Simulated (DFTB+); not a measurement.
Run report: SiH4SO3, geometry relaxation (part 4 of 4)

SiH4SO3, SMILES O[Si](O)(O)S; GFN1-xTB, R-SCC, dispersion built in (DFTB+ 25.1). The geometry comes from this level: PBE0-D4/def2-TZVP.

Geometry of the input (Å):
```
O  -1.1349  1.0013  -0.5000
Si -0.0274  -0.0955  -0.0262
O  0.9258  -0.3604  -1.3222
O  -0.6194  -1.5525  0.4174
S  0.9390  0.6962  1.6911
H  -1.3754  0.9816  -1.4289
H  1.5595  -1.0771  -1.2649
H  -1.1513  -1.5868  1.2142
H  0.9726  1.9468  1.2024
```

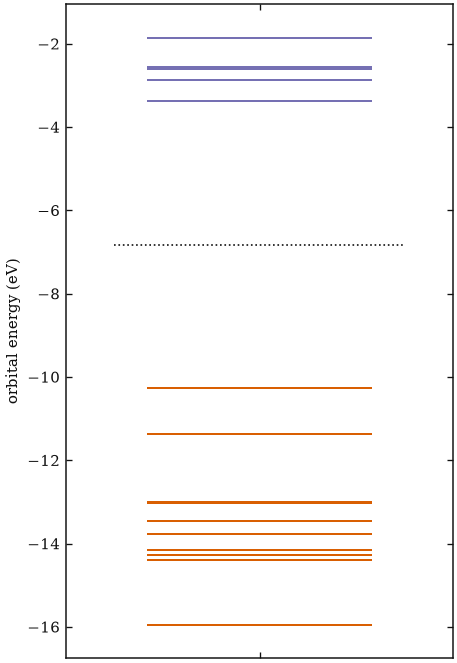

Fig. 1: Orbital energies near the frontier; the dotted line parts filled from empty levels, and levels within 0.02 eV of each other stand side by side. Highest filled −10.27 eV, lowest empty −3.39 eV, 6.88 eV apart.

**Results in brief**

```csv
quantity,value
outcome,converged
Mermin free energy,−22.067569 hartree
basis functions,38
largest force,0.064 eV/Å
HOMO,−10.27 eV
LUMO,−3.39 eV
dipole moment,1.84 D
wall time,0.71 s
peak memory,0.071 GiB
```

Settings chosen away from the usual ones: optimiser.
